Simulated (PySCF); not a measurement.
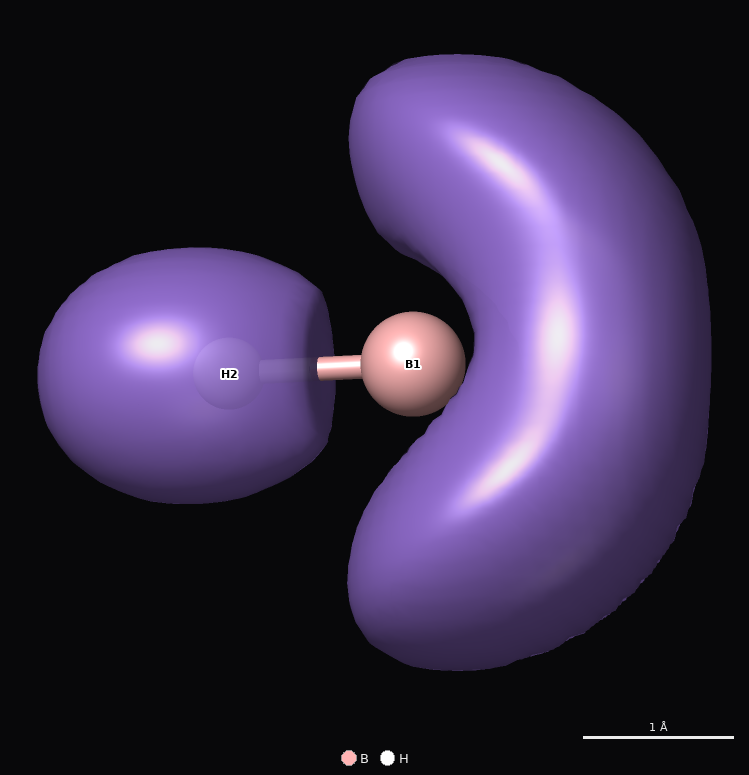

*BH (charge −1, doublet). Isosurface of the electron localisation function at 0.9 (purple), seen from one side. Only the valence region is drawn (cores and ρ < 0.01 e/Å³ removed).*

Method: PBE0/def2-SVPD, non-relativistic Hamiltonian with scalar-relativistic core potentials where named, at a bond length of 1.271 Å in PySCF.

Question: What do the ELF domains correspond to?

Answer: At this value the surface marks out one region around a hydrogen nucleus and one lobe on B, pointing away from the bonds (non-bonding electrons). Profiles from the grid: B–H (1.27 Å): the ELF climbs to about 1 towards the hydrogen, as it does in any bond to H.
